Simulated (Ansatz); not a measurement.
## Response to strain in GaN

The reference is GaN in the wurtzite structure (space group P6_3mc, No. 186; a = 3.183 Å, c = 5.184 Å).

Strains are applied to the cell and any free atomic positions relax.

Computed with DFT with r2SCAN, PAW potentials and a 500 eV plane-wave cutoff in Ansatz (a first-principles code), scalar-relativistic without spin-orbit coupling, earlier PAW set.

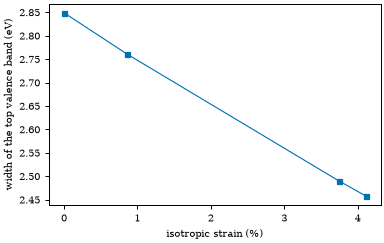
Figure: Width of the top valence band against isotropic strain

Q: From the plot, what is the width of the top valence band for isotropic strain +4.11 %?

A: About 2.46 eV.

Q: Is the trend monotonic over the range shown?

A: Yes, it falls throughout, spanning 2.46 eV to 2.85 eV.

The levels and masses belong to the bands next to the band gap. Whether these cells are dynamically stable was not tested.
